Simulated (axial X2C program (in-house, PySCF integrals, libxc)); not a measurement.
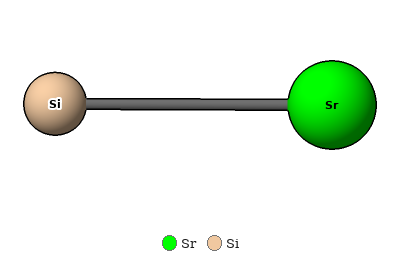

**Figure 1.** The molecule at the reference distance of 2.930 Å.

# Relativistic diatomic calculation, with input and output: SrSi⁺

System: SrSi⁺. The reference is closed-shell SrSi; the roots are the vertical energies to take an electron from it, which leaves states of SrSi⁺. The distance is the PBE0 minimum at charge 0.
Method: EOM-IP-CCSD, two-component X2C with atomic mean-field Coulomb and Gaunt terms, Sr dyall-cv3z, Si dyall-v3z (cores contracted) (axial X2C program (in-house, PySCF integrals, libxc)).

## Input file
```
{"zs": [38, 14], "q": 1, "bas": ["dyall-cv3z", "dyall-v3z"], "r0": 3.01, "eom": "ip", "rq": 0, "thr": -2.0, "nmax": 95, "grid": [1, 0.96, 1.045, 0.92, 1.09, 1.15]}
```

The line is the task of a batch: nuclear charges, charge, bases, a first guess of the distance and further settings. This report covers the levels named above. The log is that of the reference distance 2.93 Å.

Hardware: 1 thread of Arm Neoverse V2, 24 GiB of memory available, shared host.

The run was one of a batch that the task file lists, launched with:
```bash
python <driver script> task.json out
```

## The program's output
```
two-component X2C + atomic mean field  HF
basis functions 179  fitting functions 982  grid points 5086
iter        total energy     max residual
   1      -3464.874844196     9.72e-01
   2      -3465.565730222     3.69e-02
   3      -3465.577413854     6.41e-03
   4      -3465.578226605     3.47e-03
   5      -3465.578396645     9.45e-04
   6      -3465.578435164     5.88e-04
   7      -3465.578458974     2.54e-04
   8      -3465.578462528     1.34e-04
   9      -3465.578463590     6.85e-05
  10      -3465.578463694     2.30e-05
  11      -3465.578463718     2.04e-05
  12      -3465.578463746     1.83e-05
  13      -3465.578463789     2.04e-05
  14      -3465.578463840     2.38e-05
  15      -3465.578463874     1.40e-05
  16      -3465.578463884     3.84e-06
  17      -3465.578463886     1.31e-06
converged
one-electron -4987.73140189  Coulomb 1551.75194561  exact exchange -124.31319935  xc functional 0.00000000  nuclear repulsion 96.08268813  atomic mean-field constant -1.36849638
correlated 14  virtual 234  natural virtual 92  E(MP2) -0.344270521  MP2 remainder -0.021200823
iter   CCSD correlation   residual
   1     -0.342775219   1.82e-01
   2     -0.354249665   1.07e-01
   3     -0.358474426   6.80e-02
   4     -0.359155332   4.45e-02
   5     -0.360307524   2.89e-02
   6     -0.360957239   1.54e-02
   7     -0.361066446   4.72e-03
   8     -0.361116812   2.00e-03
   9     -0.361099140   1.14e-03
  10     -0.361108891   6.08e-04
  11     -0.361105982   3.02e-04
  12     -0.361108038   1.60e-04
  13     -0.361108050   8.95e-05
  14     -0.361107658   4.93e-05
  15     -0.361107424   2.86e-05
  16     -0.361107087   1.92e-05
  17     -0.361106810   1.32e-05
  18     -0.361106517   9.14e-06
  19     -0.361106254   5.18e-06
  20     -0.361106185   2.48e-06
  21     -0.361106149   1.39e-06
  22     -0.361106137   8.65e-07
(T) -0.022096811302469595  T1 0.0216  D1 0.0465  max T2 0.286
EOM-IP-CCSD roots
2*Omega      energy/Eh   energy/eV  one-particle weight
    1       0.21152179      5.7558      0.906
    1       0.21887864      5.9560      0.859
    1       0.28898390      7.8637      0.045
    1       0.30495213      8.2982      0.000
    3       0.26253439      7.1439      0.000
    3       0.28344102      7.7128      0.000
    3       0.30200785      8.2181      0.000
    5       0.29729576      8.0898      0.000
```

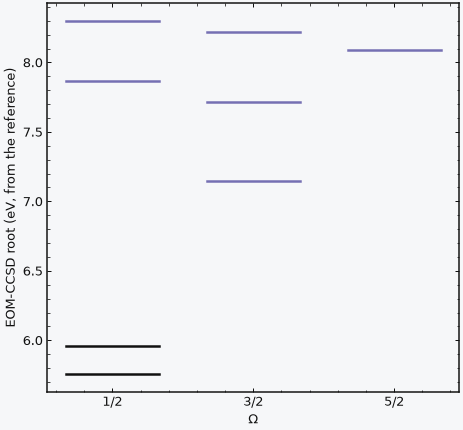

**Figure 2.** EOM-CCSD roots by Ω at 2.93 Å; roots whose one-particle weight is under 0.8 have the second colour. The lowest has Ω = 1/2 and lies at 5.756 eV, with one-particle weight 0.91. 6 of the 8 roots are less well described at this level.

## Summary

```
                                                                                                          quantity                value
                                                                                                           outcome            converged
                                                                                   HF energy of the reference SrSi  −3465.57846 hartree
                                                                                  MP2 energy of the reference SrSi  −3465.92273 hartree
CCSD energy of the reference SrSi (with the MP2 share of the virtual spinors left out of the coupled-cluster step)  −3465.96077 hartree
                                                                              CCSD(T) energy of the reference SrSi  −3465.98287 hartree
                                          T1 diagnostic (spinor form; for a closed shell √2 times the usual value)                0.022
                                                                                                         wall time                 10 s
                                                                                                       peak memory             0.87 GiB
```
